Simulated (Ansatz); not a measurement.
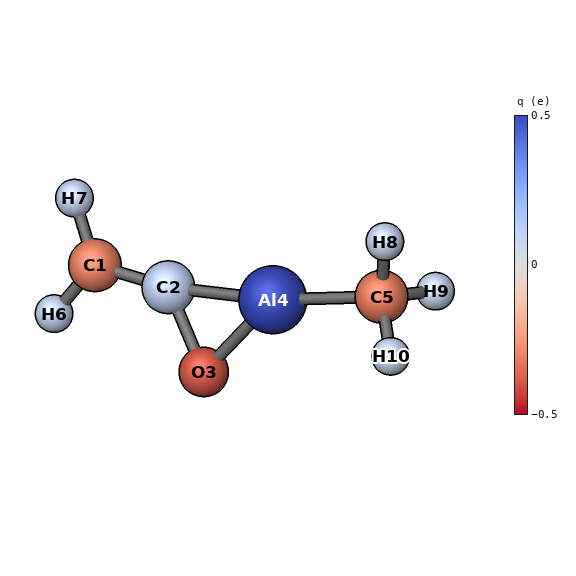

Atoms are coloured by their Mulliken charges. Computed geometry: PBE0-D4/def2-TZVP optimisation. Properties computed with RKS r2SCAN-D4/def2-TZVPP (Ansatz 0.2.0).

Give the Mulliken charges atom by atom.

```json
{"atom": "C1", "value (e)": "−0.30"}
{"atom": "C2", "value (e)": "0.09"}
{"atom": "O3", "value (e)": "−0.38"}
{"atom": "Al4", "value (e)": "0.50"}
{"atom": "C5", "value (e)": "−0.31"}
{"atom": "H6", "value (e)": "0.09"}
{"atom": "H7", "value (e)": "0.08"}
{"atom": "H8", "value (e)": "0.08"}
{"atom": "H9", "value (e)": "0.07"}
{"atom": "H10", "value (e)": "0.08"}
```

Mulliken values depend strongly on the basis set and can even reverse the polarity of a bond.
